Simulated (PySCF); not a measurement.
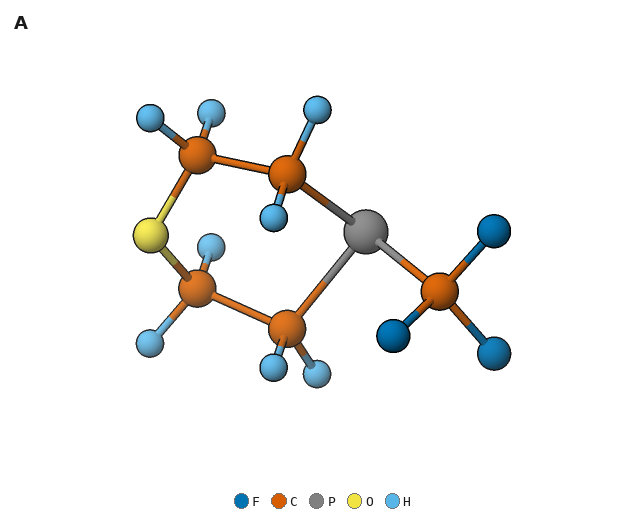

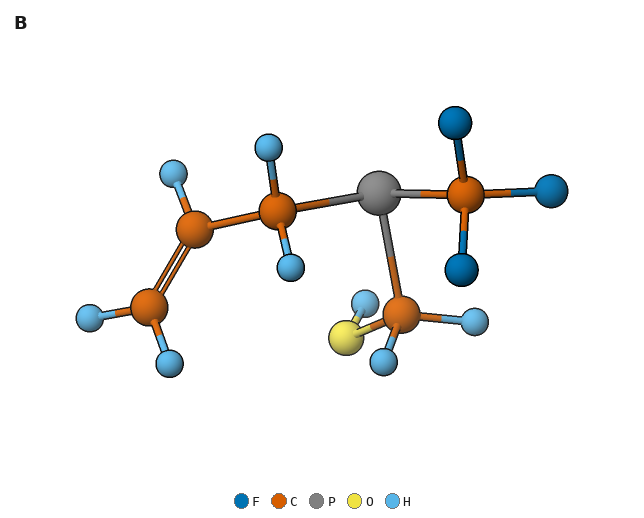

2 stationary structures of one formula. Geometries: GFN2-xTB. Electronic energies: PBE0/pcSseg-1 (PySCF 2.14.0), without zero-point energy. No frequency run is at hand to confirm each as a minimum. Each is one conformer, not always the lowest.

Which is lowest in energy, and by how much?

Answer. A is lowest; B lies 0.938 eV above it. A is `FC(F)(F)P1CCOCC1`, B is `C=CCP(CO)C(F)(F)F`.

The geometry is semi-empirical. Around P such bond lengths and angles can be off by a tenth of an ångström or more and by several degrees, and values that hang on the shape move with them.
